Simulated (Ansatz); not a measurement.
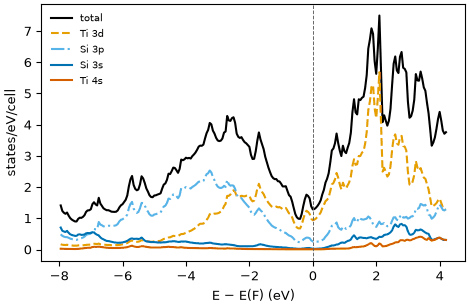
Fig. 1. Total and projected density of states of TiSi₂ in space group Cmcm (No. 63; Ti on 4c, Si on 4c, Si on 4c), the program Ansatz at the r²SCAN level (PAW)

### Question
Which orbitals carry the states next to the Fermi level?

### Answer
Within 0.5 eV of the Fermi level: Ti 3d 72 %, Si 3p 20 %. Projections are on Löwdin-orthogonalised atomic valence shells; empty p or d shells of many metals are not among them.

### Question
Where is the tallest occupied peak in this window, and what makes it?

### Answer
Near -2.7 eV, about 4.3 states/eV per cell; the largest projected share is Si 3p.

The r²SCAN relaxation kept the symmetry of its start. The run is not spin-polarised.

Potentials: the earlier of the program's two PAW sets.
